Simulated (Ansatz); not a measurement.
**ClH$_{5}$HfN$_{2}$O: density, localisation and related maps**

```yaml
atoms:
  - { symbol: Hf, position_ang: [-0.0505, -0.0972, 0.0240] }
  - { symbol: Cl, position_ang: [-0.0131, -0.2160, 2.4474] }
  - { symbol: N, position_ang: [1.8191, -0.0020, -0.7917] }
  - { symbol: H, position_ang: [2.5686, -0.6519, -0.6212] }
  - { symbol: H, position_ang: [2.1705, 0.7331, -1.3812] }
  - { symbol: O, position_ang: [-1.0039, 1.4739, -0.5664] }
  - { symbol: H, position_ang: [-1.6133, 2.1196, -0.8713] }
  - { symbol: N, position_ang: [-0.8861, -1.8343, -0.6721] }
  - { symbol: H, position_ang: [-1.7466, -2.2486, -0.3540] }
  - { symbol: H, position_ang: [-0.5231, -2.4048, -1.4162] }
```

Core potentials replace the inner electrons of Hf.

These are results of RHF/def2-SVP (Ansatz), not measurements.

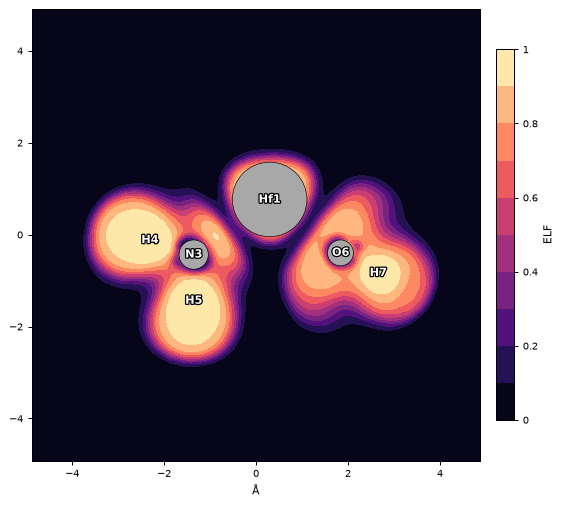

Figure 1. ELF on the plane of atoms N3, Hf1 and O6. Grey discs cover the atomic cores.

### What does the map show?

- The section cuts through Hf, N, H and O sites.
- Hf–O (1.93 Å): the ELF peaks at about 0.80 in the valence shell of O, 0.6 Å from its nucleus, and drops to about 0.15 between the two atoms.
- Hf–N (2.04 Å): the ELF peaks at about 0.90 in the valence shell of N, 0.6 Å from its nucleus, and is about 0.25 at the midpoint.
- O–H (0.94 Å): the ELF climbs to about 1 towards the hydrogen, as it does in any bond to H (a covalent bond by its length).
- N–H (1.01 Å): the ELF climbs to about 1 towards the hydrogen: an ordinary covalent bond to hydrogen.

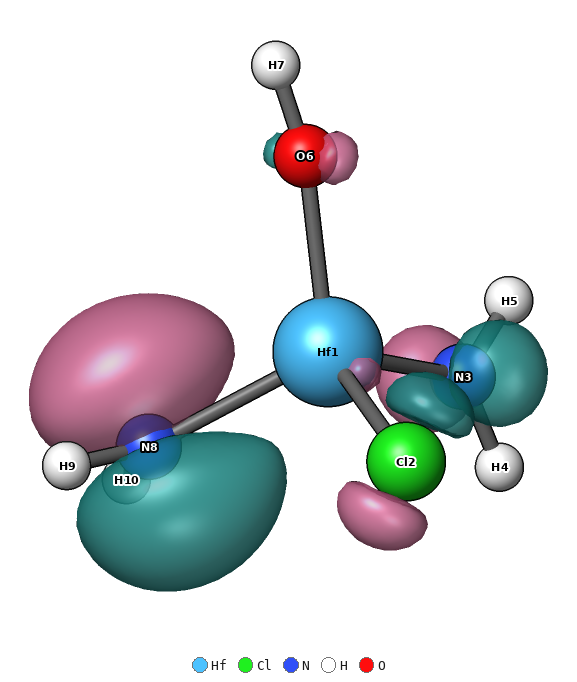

Figure 2. The HOMO at ±0.15 Å⁻³ᐟ² (teal and pink are the two phases), seen at a tilt.

### Describe this orbital and give its energy.

It lies mainly on N8 (about 60 %), Hf1 (about 10 %), N3 (about 10 %) and Cl2 (about 5 %). Its energy is −10.68 eV.
